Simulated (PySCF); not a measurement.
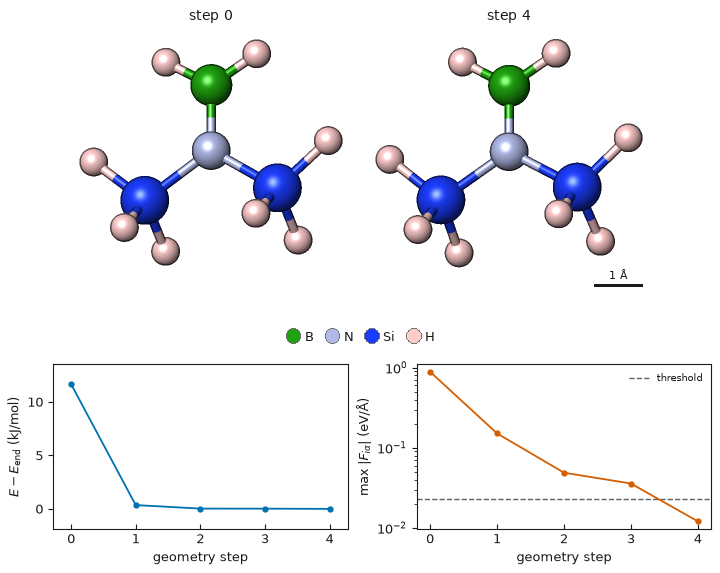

First and last geometry of a relaxation of BSi$_{2}$NH$_{8}$, with the history of the run. The picture is a ball-and-stick view, seen at a tilt.

The start comes from GFN2-xTB.

Computed with PBE0-D3(BJ)/def2-SVP geometry optimisation, gas phase in PySCF 2.14.0, density-fitted response routines. 

> Did the run converge, and what did it change?

It converged. Over 4 geometry steps the energy falls by 11.7 kJ/mol. The largest force component goes from 0.89 to 0.012 eV/Å. The atom that moves furthest after the best rigid fit is an H atom (0.11 Å). Largest moves by element: H 0.11 Å, Si 0.04 Å, N 0.02 Å, B 0.01 Å. Some distances before and after: B–H 1.172 → 1.211 Å, H–Si 1.458 → 1.487 Å, N–Si 1.758 → 1.774 Å, B–N 1.405 → 1.414 Å. Among the angles between lasting bonds that change: Si–N–Si 115.7° → 119.1°, H–Si–H 110.4° → 107.8°.

```csv
step,"E − E(0), kJ/mol","largest force component, eV/Å"
0,0.00,0.8903
1,-11.30,0.1515
2,-11.63,0.0490
3,-11.63,0.0358
4,-11.66,0.0121
```
